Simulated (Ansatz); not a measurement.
# Cu5Si: relaxing a made-up structure

This structure for Cu5Si is made up. Its elements were placed in a known structure type with a cell scaled to their sizes. What cell does the guess relax to, and how far off was it?

Calculated with Ansatz 0.2.0; DFT, PBE, plane-wave PAW, files of the set soft_1, scalar-relativistic, ferromagnetic start, cell and ions relaxed at zero pressure; PAW set soft_1, in the first sound run; inputs show where later runs differ.

## (1) Starting point

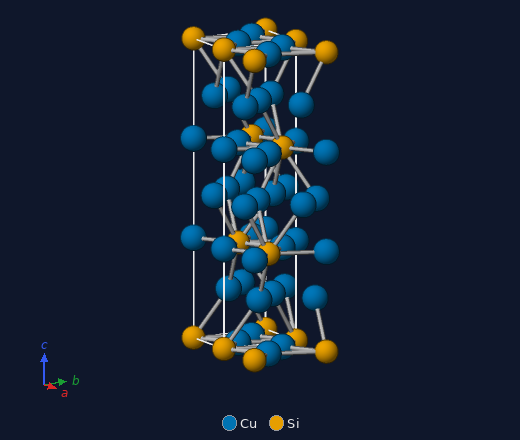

The starting structure, seen slightly off an axis (copper blue, silicon orange). 2×1×1 cells are drawn. This picture shows the conventional cell, with its axes. Bonds to atoms that aren't drawn are left out. Some periodic images of atoms are drawn too.

## (2) Relaxing cell and atoms

The guess takes its coordinates from another compound and its volume from a rule, so the cell and any free coordinates are relaxed together.

Input file input.yaml:

```yaml
crystal:
  lattice:
    - [2.1945, 1.266995166, 4.190666667]
    - [-2.1945, 1.266995166, 4.190666667]
    - [0.0, -2.533990331, 4.190666667]
  atoms:
    - { symbol: Cu, position: [0.17735, 0.82265, 0.5], spin: 0.6 }
    - { symbol: Cu, position: [0.82265, 0.5, 0.17735], spin: 0.6 }
    - { symbol: Cu, position: [0.5, 0.17735, 0.82265], spin: 0.6 }
    - { symbol: Cu, position: [0.333933333, 0.333933333, 0.333933333], spin: 0.6 }
    - { symbol: Cu, position: [0.666066667, 0.666066667, 0.666066667], spin: 0.6 }
    - { symbol: Si, position: [0.0, 0.0, 0.0] }
magnetization:
  spin_polarized: true
kpoints:
  mp_grid: { grid: [7, 7, 7] }
scf:
  occupations: { method: fermi_dirac, width: 0.05 }
hamiltonian:
  xc: pbe
  pseudopotentials: { kind: paw, azcp: { folder: soft_1 } }
relax:
  f_tol: 0.015
  max_steps: 70
  cell: {}
output:
  forces: true
  stress: true
```

Started as:

```console
ansatz run input.yaml --threads 4 --pin off --max-ram 10240MiB --backend cpu --events-out ev --progress --plain --runs-dir out
```

Numbers of over 12 decimals in the logs are rounded to 6 here.

Log:

```text
Engine: ansatz 0.2.0, aarch64-unknown-linux-gnu
Pseudopotentials: kind: paw
Pseudopotential: Cu, paw, valence charge 19, recommended cutoff 420 eV (normal), soft_1/Cu.paw.azcp
Pseudopotential: Si, paw, valence charge 4, recommended cutoff 420 eV (normal), soft_1/Si.paw.azcp
Functional definition: PBE
  parameter kappa = 0.804
  parameter beta = 0.066725
  exchange = pbe_x(kappa = kappa, mu = beta*pi^2/3)
  correlation = pbe_c(beta = beta)
Crystal: 6 atoms, lattice volume = 69.911 Å³
Basis set: ecut = 420 eV, 1389 PW (Γ), exchange–correlation on 72×72×72 points (8 copies of the dense FFT grid, shifted against one another)
Bands: 62, of which v1, the nominal top of the filled ones, is band 50 counted from 1 (49 counted from 0)
Symmetry: 6 space group operations
Space group: R32 (ITA 155), of the structure as read, at distance tolerance 4.1e-5 Å
Magnetic group: BNS 155.45 (UNI 1275), of the structure as read, at distance tolerance 4.1e-5 Å
k-points: 44 of 343 (time reversal used)
Non-local potential: Cu, projectors of the file, l = 0: 3, l = 1: 2, l = 2: 3, l = 3: 1
Non-local potential: Si, projectors of the file, l = 0: 2, l = 1: 2, l = 2: 1
PAW form: soft (Blöchl's): semilocal exchange-correlation on the pseudo side does not see the compensation charge
PAW one-centre angular grid: Cu, 590 points (default); XC on 64 Gauss nodes
PAW one-centre angular grid: Si, 110 points (default); XC on 64 Gauss nodes
Initial density: superposition of atomic densities (chi_scale 0.1, normalization cell)
Starting moments: Σ|m| = 3 μB on 5 of 6 sites
Initial wavefunctions: pseudopotential atomic-orbital guess
Functional: x = pbe(κ = 0.804, μ = 0.219515), c = pbe(β = 0.066725)
SCF iter   1: F=—  HF=-33767.622369 eV  |F-HF|=—  |Δ(HF+E_count)|=         —  Δρ=2.01e-1 (↑2.01e-1 ↓8.73e-2)  dr2=3.65e1  dr2_m=2.32e0  M=0.646 μB ∫|m|=0.792 μB  β_m=0.30  ethr=3.10e-3  ⟨swp⟩=5.5  Hψ=18917  notcnv=0  defer=42
preconditioner: auto → Kerker (q_TF=auto, 2.891 Å⁻¹)  [metal: Δε(μ)=0.012 eV  Ē_g=9.376 eV  σ=0.050 eV  W_gap=0.06  n_scr=26 (ndim 8)  ℏωp=34.1 eV  f_vac=0.000  D(μ)=3.02/eV (n_scr^D=20)]
spin=Collinear: Kerker preconditioning applied to the charge; magnetization (m = ρ↑ − ρ↓) channel mixes plain (no charge-response kernel on spin).
SCF iter   2: F=—  HF=-33762.934866 eV  |F-HF|=—  |Δ(HF+E_count)|=    4.69e0  Δρ=7.24e-2 (↑7.24e-2 ↓4.09e-2)  dr2=1.68e0  dr2_m=1.83e0  M=0.319 μB ∫|m|=0.425 μB  β_m=0.30  ethr=3.10e-3  ⟨swp⟩=2.1  Hψ=11403  notcnv=0  defer=395
SCF iter   3: F=—  HF=-33762.284208 eV  |F-HF|=—  |Δ(HF+E_count)|=   6.51e-1  Δρ=6.22e-2 (↑6.22e-2 ↓2.46e-2)  dr2=1.62e0  dr2_m=1.03e0  M=0.244 μB ∫|m|=0.340 μB  β_m=0.30  ethr=1.70e-3  ⟨swp⟩=3.0  Hψ=9276  notcnv=0  defer=435
SCF iter   4: F=—  HF=-33761.725166 eV  |F-HF|=—  |Δ(HF+E_count)|=   5.59e-1  Δρ=5.48e-2 (↑1.14e-2 ↓5.48e-2)  dr2=7.70e-1  dr2_m=6.39e-1  M=0.142 μB ∫|m|=0.224 μB  β_m=0.30  ethr=1.63e-3  ⟨swp⟩=2.1  Hψ=8193  notcnv=0  defer=435
SCF iter   5: F=—  HF=-33761.954081 eV  |F-HF|=—  |Δ(HF+E_count)|=   2.29e-1  Δρ=4.55e-2 (↑6.33e-3 ↓4.55e-2)  dr2=7.45e-1  dr2_m=3.59e-1  M=0.104 μB ∫|m|=0.171 μB  β_m=0.30  ethr=7.78e-4  ⟨swp⟩=1.9  Hψ=6765  notcnv=0  defer=438
SCF iter   6: F=—  HF=-33761.950791 eV  |F-HF|=—  |Δ(HF+E_count)|=   3.29e-3  Δρ=2.70e-2 (↑8.71e-3 ↓2.70e-2)  dr2=1.48e-1  dr2_m=1.99e-1  M=0.080 μB ∫|m|=0.136 μB  β_m=0.30  ethr=7.53e-4  ⟨swp⟩=2.0  Hψ=5636  notcnv=0  defer=440
Mixer restart at iter 6: flushing history
spin-set hold released at iteration 6 (site moments contracting): the magnetisation degrees of freedom join the quasi-Newton model from the next iteration; the mixer history was flushed
SCF iter   7: F=—  HF=-33761.945251 eV  |F-HF|=—  |Δ(HF+E_count)|=   5.54e-3  Δρ=1.87e-2 (↑7.93e-3 ↓1.87e-2)  dr2=5.60e-2  dr2_m=1.12e-1  M=0.060 μB ∫|m|=0.107 μB  β_m=0.65  ethr=1.50e-4  ⟨swp⟩=1.1  Hψ=5108  notcnv=0  defer=451
SCF iter   8: F=—  HF=-33761.945847 eV  |F-HF|=—  |Δ(HF+E_count)|=   5.96e-4  Δρ=5.82e-3 (↑3.40e-3 ↓5.82e-3)  dr2=3.54e-2  dr2_m=1.11e-3  M=0.004 μB ∫|m|=0.019 μB  β_m=0.49  ethr=5.66e-5  ⟨swp⟩=2.0  Hψ=9461  notcnv=0  defer=451
SCF iter   9: F=—  HF=-33761.931576 eV  |F-HF|=—  |Δ(HF+E_count)|=   1.43e-2  Δρ=2.15e-3 (↑2.15e-3 ↓5.99e-4)  dr2=1.24e-3  dr2_m=6.00e-4  M=0.002 μB ∫|m|=0.015 μB  β_m=0.75  ethr=3.57e-5  ⟨swp⟩=2.0  Hψ=9603  notcnv=0  defer=449
SCF iter  10: F=—  HF=-33761.934735 eV  |F-HF|=—  |Δ(HF+E_count)|=   3.16e-3  Δρ=1.53e-3 (↑1.53e-3 ↓9.76e-4)  dr2=2.17e-3  dr2_m=1.81e-4  M=0.002 μB ∫|m|=0.007 μB  β_m=0.87  ethr=1.26e-6  ⟨swp⟩=2.0  Hψ=9457  notcnv=0  defer=449
SCF iter  11: F=—  HF=-33761.936278 eV  |F-HF|=—  |Δ(HF+E_count)|=   1.54e-3  Δρ=2.59e-3 (↑2.49e-3 ↓2.59e-3)  dr2=1.08e-2  dr2_m=1.86e-5  M=0.001 μB ∫|m|=0.002 μB  β_m=0.60  ethr=1.26e-6  ⟨swp⟩=2.0  Hψ=9440  notcnv=0  defer=449  recentre
SCF iter  12: F=—  HF=-33761.934245 eV  |F-HF|=—  |Δ(HF+E_count)|=   2.03e-3  Δρ=1.81e-4 (↑1.23e-4 ↓1.81e-4)  dr2=1.36e-5  dr2_m=1.80e-6  M=0.000 μB ∫|m|=0.001 μB  β_m=0.71  ethr=1.26e-6  ⟨swp⟩=2.0  Hψ=9484  notcnv=0  defer=452
SCF iter  13: F=—  HF=-33761.934340 eV  |F-HF|=—  |Δ(HF+E_count)|=   9.42e-5  Δρ=1.79e-5 (↑1.21e-5 ↓1.79e-5)  dr2=2.93e-7  dr2_m=8.89e-8  M=-0.000 μB ∫|m|=0.001 μB  β_m=0.85  ethr=1.37e-8  ⟨swp⟩=2.0  Hψ=9515  notcnv=0  defer=452
SCF iter  14: F=—  HF=-33761.934341 eV  |F-HF|=—  |Δ(HF+E_count)|=   8.81e-7  Δρ=5.36e-6 (↑5.36e-6 ↓5.03e-6)  dr2=3.80e-8  dr2_m=2.23e-9  M=-0.000 μB ∫|m|=0.000 μB  β_m=0.93  ethr=1.01e-10  ⟨swp⟩=3.9  Hψ=15323  notcnv=0
SCF iter  15: F=-33761.934341 eV  HF=-33761.934341 eV  |F-HF|=1.14e-9  |Δ(HF+E_count)|=   3.07e-9  Δρ=8.65e-7 (↑8.65e-7 ↓7.43e-7)  dr2=2.09e-9  dr2_m=2.88e-11  M=-0.000 μB ∫|m|=0.000 μB  ethr=3.84e-11  ⟨swp⟩=3.0  Hψ=12629  notcnv=0
WARN: the starting moments were not kept: the SCF closed with an absolute magnetisation of 7.4e-6 μB, where they sum to 3 μB in size (5 sites). That is at most 0.1 of that sum. Measured as dr2_m measures the in/out step, that magnetisation stands 4.8e-12 eV from none, at or under the dr2_threshold of 1.0e-7 eV: it is no larger than a step whose dr2_m would equal this threshold. The system may hold no moment; this SCF [...]
SCF 1 converged in 15 iterations: F = -33761.934341 eV  dr2 = 2.09e-9
  greatest PAW one-centre occupation: 1.000 electrons in one spin orbital (limit 2), on the Cu atom at site 2 (counted from 0), in its partial waves of l = 0
[...]
relax step   3: F+E_penalty+E_count = -33762.01995866 eV  Δ(F+E_penalty+E_count) = -3.339e-2 eV  max|allowed force component| = 1.113e-1 eV/Å  Δτ_max = 0.0312 Å  P = +0.125 GPa  Ω = 71.841 Å³  energy of the carried Pulay correction = -1.291e-3 eV  (8 SCF iters, dr2 threshold 6.00e-7 eV, accepted)
[...]
relax step   4: F+E_penalty+E_count = -33762.02280915 eV  Δ(F+E_penalty+E_count) = -2.850e-3 eV  max|allowed force component| = 3.033e-2 eV/Å  Δτ_max = 0.0113 Å  P = +0.087 GPa  Ω = 71.858 Å³  energy of the carried Pulay correction = -1.302e-3 eV  (7 SCF iters, dr2 threshold 6.00e-7 eV, accepted)
[...]
relax step   5: F+E_penalty+E_count = -33762.02299344 eV  Δ(F+E_penalty+E_count) = -1.843e-4 eV  max|allowed force component| = 1.438e-3 eV/Å  Δτ_max = 0.0044 Å  P = -0.000 GPa  Ω = 71.904 Å³  energy of the carried Pulay correction = -1.333e-3 eV  (8 SCF iters, dr2 threshold 5.75e-8 eV, accepted)
Initial wavefunctions: pseudopotential atomic-orbital guess (no wavefunctions were taken with the density)
iter 1 solved again at ethr=1.48e-7 eV; its pass at ethr=3.10e-3 eV (dr2=1.46e-4 eV) is discarded
SCF iter   1: F=—  HF=-33762.021382 eV  |F-HF|=—  |Δ(HF+E_count)|=         —  Δρ=6.23e-4 (↑6.23e-4 ↓6.23e-4)  dr2=2.38e-5  dr2_m=5.54e-12  M=0.000 μB ∫|m|=0.000 μB  β_m=0.30  ethr=1.48e-7  ⟨swp⟩=3.0  Hψ=32348  notcnv=0
preconditioner: auto → Kerker (q_TF=auto, 2.878 Å⁻¹)  [metal: Δε(μ)=0.034 eV  Ē_g=10.325 eV  σ=0.050 eV  W_gap=0.17  n_scr=26 (ndim 8)  ℏωp=33.6 eV  f_vac=0.000  D(μ)=2.43/eV (n_scr^D=14)]
spin=Collinear: Kerker preconditioning applied to the charge; magnetization (m = ρ↑ − ρ↓) channel mixes plain (no charge-response kernel on spin).
SCF iter   2: F=—  HF=-33762.022811 eV  |F-HF|=—  |Δ(HF+E_count)|=   1.43e-3  Δρ=4.43e-4 (↑4.43e-4 ↓4.43e-4)  dr2=1.64e-5  dr2_m=2.77e-12  M=0.000 μB ∫|m|=0.000 μB  β_m=0.59  ethr=2.41e-8  ⟨swp⟩=1.0  Hψ=5456  notcnv=0
SCF iter   3: F=—  HF=-33762.024175 eV  |F-HF|=—  |Δ(HF+E_count)|=   1.36e-3  Δρ=1.04e-4 (↑1.04e-4 ↓1.04e-4)  dr2=6.29e-6  dr2_m=1.10e-13  M=0.000 μB ∫|m|=0.000 μB  β_m=0.49  ethr=1.65e-8  ⟨swp⟩=2.0  Hψ=7856  notcnv=0
SCF iter   4: F=—  HF=-33762.024200 eV  |F-HF|=—  |Δ(HF+E_count)|=   2.44e-5  Δρ=2.01e-5 (↑2.01e-5 ↓2.01e-5)  dr2=1.05e-7  dr2_m=9.20e-15  M=0.000 μB ∫|m|=0.000 μB  β_m=0.56  ethr=6.35e-9  ⟨swp⟩=2.2  Hψ=9165  notcnv=0
SCF iter   5: F=—  HF=-33762.024202 eV  |F-HF|=—  |Δ(HF+E_count)|=   2.75e-6  Δρ=4.76e-6 (↑4.76e-6 ↓4.76e-6)  dr2=1.41e-8  dr2_m=1.09e-15  M=0.000 μB ∫|m|=0.000 μB  β_m=0.78  ethr=1.06e-10  ⟨swp⟩=2.1  Hψ=7969  notcnv=0
SCF iter   6: F=—  HF=-33762.024202 eV  |F-HF|=—  |Δ(HF+E_count)|=   2.78e-8  Δρ=5.43e-6 (↑5.43e-6 ↓5.42e-6)  dr2=3.61e-8  dr2_m=3.51e-16  M=0.000 μB ∫|m|=0.000 μB  β_m=0.89  ethr=1.42e-11  ⟨swp⟩=2.0  Hψ=9628  notcnv=0
SCF iter   7: F=—  HF=-33762.024202 eV  |F-HF|=—  |Δ(HF+E_count)|=   3.93e-8  Δρ=5.17e-6 (↑5.17e-6 ↓5.17e-6)  dr2=4.39e-8  dr2_m=2.50e-16  M=0.000 μB ∫|m|=0.000 μB  β_m=0.78  ethr=1.42e-11  ⟨swp⟩=2.0  Hψ=9810  notcnv=0
SCF iter   8: F=—  HF=-33762.024202 eV  |F-HF|=—  |Δ(HF+E_count)|=   1.77e-9  Δρ=1.64e-6 (↑1.64e-6 ↓1.64e-6)  dr2=4.46e-9  dr2_m=6.36e-17  M=0.000 μB ∫|m|=0.000 μB  β_m=0.89  ethr=1.42e-11  ⟨swp⟩=2.0  Hψ=7656  notcnv=0
SCF iter   9: F=—  HF=-33762.024207 eV  |F-HF|=—  |Δ(HF+E_count)|=   4.37e-6  Δρ=2.97e-7 (↑2.96e-7 ↓2.97e-7)  dr2=1.45e-10  dr2_m=1.38e-18  M=0.000 μB ∫|m|=0.000 μB  β_m=0.85  ethr=4.51e-12  ⟨swp⟩=2.6  Hψ=7964  notcnv=0
SCF iter  10: F=-33762.024207 eV  HF=-33762.024207 eV  |F-HF|=0.00e0  |Δ(HF+E_count)|=  7.28e-12  Δρ=2.10e-8 (↑2.10e-8 ↓2.10e-8)  dr2=7.47e-13  dr2_m=6.09e-20  M=0.000 μB ∫|m|=0.000 μB  ethr=1.00e-12  ⟨swp⟩=3.0  Hψ=14508  notcnv=0
the starting moments were not kept: the SCF closed with an absolute magnetisation of 2.4e-10 μB, where they sum to 3 μB in size (5 sites). That is at most 0.1 of that sum. Measured as dr2_m measures the in/out step, that magnetisation stands 0 eV from none, at or under the dr2_threshold of 6.0e-11 eV: it is no larger than a step whose dr2_m would equal this threshold.
SCF 6 converged in 10 iterations: F = -33762.024207 eV  dr2 = 7.47e-13
  greatest PAW one-centre occupation: 1.000 electrons in one spin orbital (limit 2), on the Cu atom at site 4 (counted from 0), in its partial waves of l = 0
relax step   6: F+E_penalty+E_count = -33762.02420678 eV  Δ(F+E_penalty+E_count) = -1.213e-3 eV  max|allowed force component| = 1.394e-3 eV/Å  Δτ_max = 0.0000 Å  P = -0.018 GPa  Ω = 71.904 Å³  stress off target by 3.76e-2 GPa  SCF on the basis re-selected at this cell (its energy is not comparable with the rows above)  (10 SCF iters)
basis re-selected at this cell: Δ(F+E_penalty+E_count) = -1.213e-3 eV, ΔP = -0.018 GPa vs the last step (what re-selecting the basis moved, of the pressure what is left beyond the Pulay correction that the steps carried, after the strain that the cell walked since its last selection, with what the two solves' SCF thresholds leave and, on support functions, any second-order correction that the steps lacked; it is no m [...]
SCF converged after 10 iterations
Magnetization: 0.0000 μB (49.5000 up, 49.5000 down)
Absolute magnetization: 0.0000 μB (∫|ρ↑−ρ↓|, with the PAW one-centre terms)
Spin contamination: 0.0000 ħ² per cell (⟨S²⟩ above its minimum at these occupations)
Per-site moments (μB) at R_I (Å): [(-1.1765672380338162e-13, 1.052443), (-1.1827050794208026e-13, 1.052443), (-1.1827787752779374e-13, 1.052443), (-3.791775645203773e-12, 1.058567), (-3.7920915700579686e-12, 1.058567), (-1.6292307222895132e-12, 1.058563)]
Free energy (F): -33762.024207 eV
Harris-Foulkes:  -33762.024207 eV  (|F-HF|=0.00e0)
Internal energy: -33762.004301 eV  (E = F + TS)
E sigma→0 (E₀):  -33762.014254 eV
Entropy (-TS):   -0.019905 eV (-3.318 meV/atom)
Fermi energy:    15.872843 eV
--- Per-component energies (eV) ---
  E_band       = -1878.068952
  E_kinetic    = 1349.668592
  E_local      = -24426.633470  (includes V_loc(G=0)·N_el)
  E_nonlocal   = 4465.325625
  E_hartree    = 10463.364950
  E_xc         = -403.040006
  E_vxc        = -495.512753  (∫ρ·V_xc dr)
  E_paw        = -9580.716623  (= ΣΔE_a)
  E_vpaw       = -3697.651245  (= ΣTr[D̂ρ^β])
  E_aug_tail   = 0.004334  (compensation charges beyond the density's cutoff)
  E_ewald      = -15629.977702
  E_smearing   = -0.019905  (= −TS)
  E_closure    = -0.000000  (closes the sum)
  Σ components = -33762.024207   (vs F -33762.024207, Δ=0.00e0)
--- Forces (eV/Å), atoms counted from 1 ---
  atom   1  Cu     0.00033735     0.00000000     0.00000000
  atom   2  Cu    -0.00016868    -0.00029216     0.00000000
  atom   3  Cu    -0.00016868     0.00029216    -0.00000000
  atom   4  Cu    -0.00000000    -0.00000000    -0.00139390
  atom   5  Cu     0.00000000     0.00000000     0.00139390
  atom   6  Si     0.00000000    -0.00000000     0.00000000
  max |Σ_I F_I| component: 3.94e-17 eV/Å
--- Stress (GPa, compression-positive) ---
       -0.008475      -0.000000      -0.000000
       -0.000000      -0.008475      -0.000000
       -0.000000      -0.000000      -0.037634
  P = ⅓ Tr σ = -0.0182 GPa (-0.182 kbar)
--- Relaxed structure (5 steps of the walk, 5 accepted, 1 SCFs on fresh bases) ---
  F+E_penalty+E_count = -33762.02420678 eV   max|allowed force component| = 1.394e-3 eV/Å   (the final SCF, on the basis selected at the relaxed cell)
  cell:  # Å, volume = 71.9041 Å³
    - [2.222383, 1.283093, 4.202669]
    - [-2.222383, 1.283093, 4.202669]
    - [3.6061403545184574e-18, -2.566186, 4.202669]
  atoms:
    - { symbol: Cu, position: [0.162785, 0.837215, 0.500000] }
    - { symbol: Cu, position: [0.837215, 0.500000, 0.162785] }
    - { symbol: Cu, position: [0.5, 0.162785, 0.837215] }
    - { symbol: Cu, position: [0.334405, 0.334405, 0.334405] }
    - { symbol: Cu, position: [0.665595, 0.665595, 0.665595] }
    - { symbol: Si, position: [1.2730638140003395e-19, -2.679370626704084e-19, 1.578785681945602e-19] }
```

It took 57 s on 4 threads of Arm Neoverse V2, shared host; peak memory 0.62 GiB.

Step by step:

```tsv
step	energy less that of the first step (eV)	largest force component (eV/Å)	pressure (GPa)	volume (Å³)
1	0.0000	0.7188	4.80	69.91
2	-0.0522	0.4631	2.28	70.91
3	-0.0856	0.1113	0.12	71.84
4	-0.0885	0.0303	0.09	71.86
5	-0.0887	0.0014	0.00	71.90
6*	-0.0899	0.0014	-0.02	71.90
```

Relaxation steps marked * repeat the geometry before them on a plane-wave basis chosen anew for their cell, so energy and pressure can jump there.

Forces are held to the 6 operations that the run works with; a distortion that breaks them can't arise in this run.

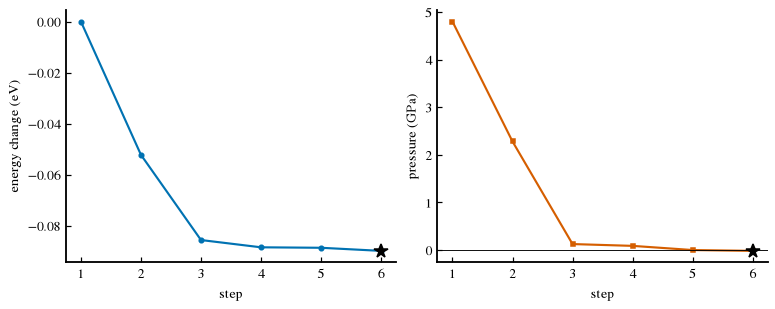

Energy and pressure along the relaxation. Stars mark steps on a basis chosen anew.

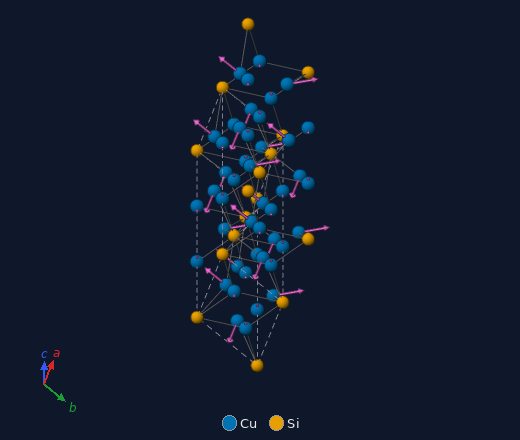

Displacements in the relaxation, exaggerated, measured against the changing cell; the longest in the cell stands for 0.06 Å. Bonds to atoms that aren't drawn are left out. 2×1×1 conventional cells are drawn. Some periodic images of atoms are drawn too.

```tsv
conventional cell, symmetrised	before	after	change
a (Å)	4.389	4.445	+1.3 %
b (Å)	4.389	4.445	+1.3 %
c (Å)	12.572	12.608	+0.3 %
volume (Å³/atom)	11.65	11.98	+2.9 %
```

The atoms that moved most (Å, as changes of fractional coordinates times the final cell):

```tsv
atom	dx	dy	dz	length
Cu2	0.032	0.056	0.000	0.065
Cu3	0.032	-0.056	0.000	0.065
Cu1	-0.065	0.000	0.000	0.065
Cu4	0.000	0.000	0.006	0.006
Cu5	0.000	0.000	-0.006	0.006
```

Final coordinates:

```xyz
6
Lattice="2.2224 1.2831 4.2027 -2.2224 1.2831 4.2027 0.0000 -2.5662 4.2027" Properties=species:S:1:pos:R:3 pbc="T T T"
Cu   -1.4988    0.0000    6.3040
Cu    0.7494    1.2980    6.3040
Cu    0.7494   -1.2980    6.3040
Cu    0.0000    0.0000    4.2162
Cu    0.0000    0.0000    8.3918
Si    0.0000    0.0000    0.0000
```

Numbers from this step:

* free energy: -33762.0242 eV
* energy at zero smearing: -33762.0143 eV
* smearing term TS: 0.01991 eV
* Fermi energy: 15.87 eV
* electrons: 99
* symmetry operations: 6
* pressure: -0.01819 GPa

The shortest distance of each pair, which need not be the same contact before and after:

```tsv
pair	guess (Å)	relaxed (Å)
Cu–Cu	2.453	2.551
Cu–Si	2.534	2.566
Si–Si	4.389	4.445
```

The relaxation ends with a largest force component of 0.0014 eV/Å and a pressure of -0.02 GPa. The starting moments have collapsed: the run ends non-magnetic.

[end of part 1 of 2]

[Logs are printed without paths, hosts, clocks, repeated set-up lines and the standing remarks that a program may print on its own settings, such as how far it seeks lower states.]

[Hosts, paths, dates, database ids (printed as entryN), source tags and the programs' standing remarks are cut or masked in the printed files.]
